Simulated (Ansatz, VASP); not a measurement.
## RbAgBr2 in two plane-wave programs

Aim: how closely do two programs agree when they are given the same cell, functional and k mesh? The cell is invented: As first built, before any earlier steps moved the atoms (in the runner's words): it takes the RbBr structure with some of its atoms replaced by other elements, volume scaled by an estimate. It may not be a known or stable phase. The cell is taken from a series of VASP runs on this material, whose earlier steps may have relaxed, scaled or displaced it; both programs get it as it stands. Valence electrons are named where the data sets of a main pair hold unlike numbers.

Method: plane waves, with VASP 6.6.1 beside it; band structure at r2SCAN, in Ansatz 0.2.0.

### Step 1. Starting point

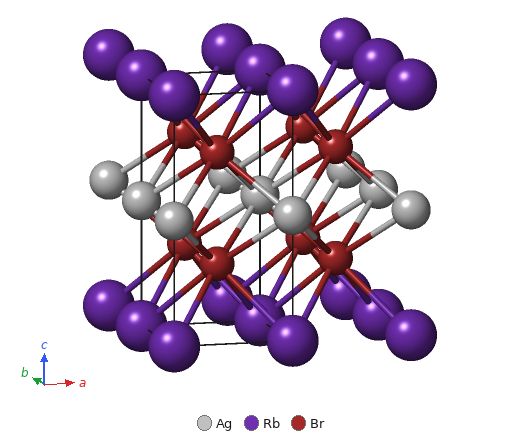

The cell as given, slightly off an axis (silver light grey, rubidium purple, bromine red). 2×2×1 cells are drawn. Some periodic images of atoms are drawn too.

As a file:

```
Ag Rb Br
1.0
     3.75169    0.00000    0.00000
     0.00000    3.75169    0.00000
     0.00000    0.00000    7.77176
Ag Rb Br
1 1 2
Cartesian
  0.0000 0.0000 3.8859
  0.0000 0.0000 0.0000
  1.8758 1.8758 5.6145
  1.8758 1.8758 2.1573
```

### Step 2. VASP: band structure, r2SCAN

Levels along a path test the potential and the projectors away from the mesh points.

Lines of VASP's logs that name or quote its potential files are left out, and so is its time.

INCAR

```
SYSTEM = RbAgBr2
PREC = Accurate
ENCUT = 400
EDIFF = 1E-06
NELM = 100
ISMEAR = -1
SIGMA = 0.05
LREAL = .FALSE.
ALGO = Normal
METAGGA = R2SCAN
LASPH = .TRUE.
NBANDS = 31
LORBIT = 11
LWAVE = .FALSE.
LCHARG = .FALSE.
KPAR = 2
```

POSCAR

```
RbAgBr2
1.0
    3.7516948035      0.0000000000      0.0000000000
    0.0000000000      3.7516948035      0.0000000000
    0.0000000000      0.0000000000      7.7717625749
Ag Rb Br
1 1 2
Direct
    0.0000000000      0.0000000000      0.5000000000
    0.0000000000      0.0000000000      0.0000000000
    0.5000000000      0.5000000000      0.7224232091
    0.5000000000      0.5000000000      0.2775767909
```

KPOINTS

```
Automatic mesh
0
Gamma
6 6 3
0 0 0
```

KPOINTS_OPT

```
Line mode
16
Line-mode
Reciprocal
  0.00000000   0.00000000   0.00000000 GAMMA
  0.00000000   0.50000000   0.00000000 X

  0.00000000   0.50000000   0.00000000 X
  0.50000000   0.50000000   0.00000000 M

  0.50000000   0.50000000   0.00000000 M
  0.00000000   0.00000000   0.00000000 GAMMA

  0.00000000   0.00000000   0.00000000 GAMMA
  0.00000000   0.00000000   0.50000000 Z

  0.00000000   0.00000000   0.50000000 Z
  0.00000000   0.50000000   0.50000000 R

  0.00000000   0.50000000   0.50000000 R
  0.50000000   0.50000000   0.50000000 A

  0.50000000   0.50000000   0.50000000 A
  0.00000000   0.00000000   0.50000000 Z

  0.00000000   0.50000000   0.00000000 X
  0.00000000   0.50000000   0.50000000 R

  0.50000000   0.50000000   0.00000000 M
  0.50000000   0.50000000   0.50000000 A
```

Potentials, in the order of the species: Ag, Rb_sv and Br (PBE family, release 64).

On the command line:

```sh
> mpirun -np 2 vasp_std
```

Numbers of over 12 decimals in the logs are rounded to 6 here.

Log:

```text
[banner, memory and clock lines left out]
running    2 mpi-ranks, on    1 nodes
 distrk:  each k-point on    1 cores,    2 groups
 distr:  one band on    1 cores,    1 groups

 POSCAR found type information on POSCAR AgRbBr
 POSCAR found :  3 types and       4 ions
|                                                                             |
|               ----> ADVICE to this user running VASP <----                  |
|                                                                             |
|     You enforced a specific xc type in the INCAR file but a different       |
|     [... a line on the potential file left out ...]
|     I HOPE YOU KNOW WHAT YOU ARE DOING!                                     |
|                                                                             |

 LDA part: xc-table for (None), standard interpolation
 POSCAR, INCAR and KPOINTS ok, starting setup
 FFT: planning ... GRIDC
 FFT: planning ... GRID_SOFT
 FFT: planning ... GRID
 WAVECAR not read
 entering main loop
       N       E                     dE             d eps       ncg     rms          rms(c)
DAV:   1     0.107422186971E+03    0.10742E+03   -0.13179E+04  1240   0.821E+02
DAV:   2    -0.651328418897E+02   -0.17256E+03   -0.16074E+03  1476   0.189E+02
DAV:   3    -0.751718128588E+02   -0.10039E+02   -0.99660E+01  1632   0.449E+01
DAV:   4    -0.753993580849E+02   -0.22755E+00   -0.22723E+00  1712   0.571E+00
DAV:   5    -0.754009138910E+02   -0.15558E-02   -0.15558E-02  1594   0.495E-01    0.516E+00
DAV:   6    -0.660743303575E+02    0.93266E+01   -0.50829E+00  1720   0.161E+01    0.553E+00
DAV:   7    -0.659875649739E+02    0.86765E-01   -0.40609E-01  1490   0.326E+00    0.349E+00
DAV:   8    -0.659583508334E+02    0.29214E-01   -0.15137E-01  1488   0.228E+00    0.912E-01
DAV:   9    -0.659637093275E+02   -0.53585E-02   -0.18403E-02  1459   0.770E-01    0.363E-01
DAV:  10    -0.659636110593E+02    0.98268E-04   -0.52704E-03  1441   0.482E-01    0.950E-02
DAV:  11    -0.659636923999E+02   -0.81341E-04   -0.44086E-04  1505   0.168E-01    0.336E-02
DAV:  12    -0.659637048535E+02   -0.12454E-04   -0.38442E-05  1493   0.505E-02    0.121E-02
DAV:  13    -0.659637103745E+02   -0.55210E-05   -0.78722E-06  1401   0.164E-02    0.326E-03
DAV:  14    -0.659637107202E+02   -0.34565E-06   -0.73454E-07  1102   0.620E-03
   1 F= -.65963711E+02 E0= -.65963711E+02  d E =-.128571E-10
 Start KPOINTS_OPT (optional k-point list driver)
k-point batch [1-20\144]
       N       E                     dE             ncg
DAV:   1     0.508351330773E+03   -0.94148E+04     1240
DAV:   2    -0.306929639972E+04   -0.35776E+04     1460
DAV:   3    -0.326375358043E+04   -0.19446E+03     1608
DAV:   4    -0.326788360373E+04   -0.41300E+01     1806
DAV:   5    -0.326791637122E+04   -0.32767E-01     1563
DAV:   6    -0.326791682033E+04   -0.44911E-03     1716
DAV:   7    -0.326791682257E+04   -0.22424E-05     1412
DAV:   8    -0.326791682266E+04   -0.83873E-07      960
[...]
k-point batch [141-144\144]
       N       E                     dE             ncg
DAV:   1     0.169111201096E+05   -0.44378E+04      248
DAV:   2     0.162471523690E+05   -0.66397E+03      306
DAV:   3     0.162125696302E+05   -0.34583E+02      297
DAV:   4     0.162117433823E+05   -0.82625E+00      384
DAV:   5     0.162117378877E+05   -0.54945E-02      297
DAV:   6     0.162117378112E+05   -0.76554E-04      328
DAV:   7     0.162117378104E+05   -0.78800E-06      251
```

From OUTCAR (step 2):

```text
ion  position               nearest neighbor table
   1  0.000  0.000  0.500-   3 3.17   4 3.17   3 3.17   4 3.17   3 3.17   4 3.17   3 3.17   4 3.17
                             2 3.89   2 3.89
   2  0.000  0.000  0.000-   3 3.42   4 3.42   3 3.42   4 3.42   3 3.42   4 3.42   3 3.42   4 3.42
                             1 3.89   1 3.89
   3  0.500  0.500  0.722-   1 3.17   1 3.17   1 3.17   1 3.17   2 3.42   2 3.42   2 3.42   2 3.42

  LATTYP: Found a simple tetragonal cell.
 ALAT       =     3.7516948035
 C/A-ratio  =     2.0715337952

 Subroutine GETGRP returns: Found 16 space group operations
 (whereof 16 operations were pure point group operations)

The static configuration has the point symmetry D_4h.

 Found     20 irreducible k-points:

   k-points           NKPTS =     20   k-points in BZ     NKDIM =     20   number of bands    NBANDS=     31

   dimension x,y,z NGX =    24 NGY =   24 NGZ =   54
   dimension x,y,z NGXF=    48 NGYF=   48 NGZF=  108

   ENCUT  =  400.0 eV  29.40 Ry    5.42 a.u.   6.12  6.12 12.67*2*pi/ulx,y,z

   NELECT =      34.0000    total number of electrons

 k-points in reciprocal lattice and weights: Automatic mesh
   0.00000000  0.00000000  0.00000000       0.009
   0.16666667  0.00000000  0.00000000       0.037
   0.33333333  0.00000000  0.00000000       0.037
   0.50000000  0.00000000  0.00000000       0.019
   0.16666667  0.16666667  0.00000000       0.037
   0.33333333  0.16666667  0.00000000       0.074
   0.50000000  0.16666667  0.00000000       0.037
   0.33333333  0.33333333  0.00000000       0.037
   0.50000000  0.33333333  0.00000000       0.037
[...]
0.50000000  0.33333333  0.33333333       0.074
   0.50000000  0.50000000  0.33333333       0.019

 average (electrostatic) potential at core
       1 -80.2596       2 -40.9240       3 -67.4390       4 -67.4390

 E-fermi :   2.4210

 k-point     1 :       0.0000    0.0000    0.0000
  band No.  band energies     occupation
    ...
     13       0.4439      2.00000
     14       0.4440      2.00000
     15       0.4440      2.00000
     16       1.1399      2.00000
     17       1.1399      2.00000
     18       3.6824      0.00000
     19       6.9487      0.00000
     20       7.1646      0.00000
     21       7.5134      0.00000
     22      10.1866      0.00000
    ...

 k-point     2 :       0.1667    0.0000    0.0000
  band No.  band energies     occupation
    ...
     13      -0.1842      2.00000
     14       0.1924      2.00000
     15       0.6785      2.00000
     16       0.8801      2.00000
     17       1.0999      2.00000
     18       4.4646      0.00000
     19       6.9722      0.00000
     20       7.8609      0.00000
     21       8.0488      0.00000
     22       9.2300      0.00000
    ...

 k-point     3 :       0.3333    0.0000    0.0000
  band No.  band energies     occupation
    ...
     13      -0.5889      2.00000
     14      -0.3586      2.00000
     15       0.8434      2.00000
     16       1.0028      2.00000
     17       1.0337      2.00000
     18       5.1385      0.00000
     19       6.9795      0.00000
     20       8.6865      0.00000
     21       8.7139      0.00000
     22       9.3513      0.00000
    ...

  Total        0.5375849      0.5375849      0.5740493      0.0000000      0.0000000      0.0000000
  in kB        7.8737772      7.8737772      8.4078550      0.0000000      0.0000000      0.0000000
  external PRESSURE =       8.0518032 kB  Pullay stress =       0.0000000 kB

  energy-cutoff  :      400.00
  volume of cell :      109.39
      direct lattice vectors                 reciprocal lattice vectors
     3.751694803  0.000000000  0.000000000     0.266546202  0.000000000  0.000000000
     0.000000000  3.751694803  0.000000000     0.000000000  0.266546202  0.000000000
     0.000000000  0.000000000  7.771762575     0.000000000  0.000000000  0.128670941

 POSITION                                       TOTAL-FORCE (eV/Angst)
 -----------------------------------------------------------------------------------
      0.00000      0.00000      3.88588        -0.000000      0.000000     -0.000000
      0.00000      0.00000      0.00000        -0.000000      0.000000     -0.000000
      1.87585      1.87585      5.61450        -0.000000      0.000000     -0.006261
      1.87585      1.87585      2.15726         0.000000     -0.000000      0.006261
 -----------------------------------------------------------------------------------
    total drift:                                0.000000     -0.000000      0.000000

  FREE ENERGIE OF THE ION-ELECTRON SYSTEM (eV)
  ---------------------------------------------------
  free  energy   TOTEN  =       -65.9637107202 eV

  energy  without entropy=      -65.9637107202  energy(sigma->0) =      -65.96371072

 total charge
# of ion       s       p       d       tot
------------------------------------------
    1        0.152   0.088   9.387   9.627
    2        1.944   5.409   0.032   7.384
    3        1.606   3.299   0.009   4.913
    4        1.606   3.299   0.009   4.913
--------------------------------------------------
tot          5.308  12.095   9.436  26.838

[... 3 further parts left out ...]
```

Spin-orbit coupling is off here; it would split degenerate levels.

(Part 1 of 2 ends here.)

[Lines on the potential files, build, host, timing and source positions are cut from VASP's logs without a mark.]

[Logs are printed without paths, hosts, clocks, repeated set-up lines and the standing remarks that a program may print on its own settings, such as how far it seeks lower states.]

[Hosts, paths, dates, database ids (printed as entryN), source tags and the programs' standing remarks are cut or masked in the printed files.]
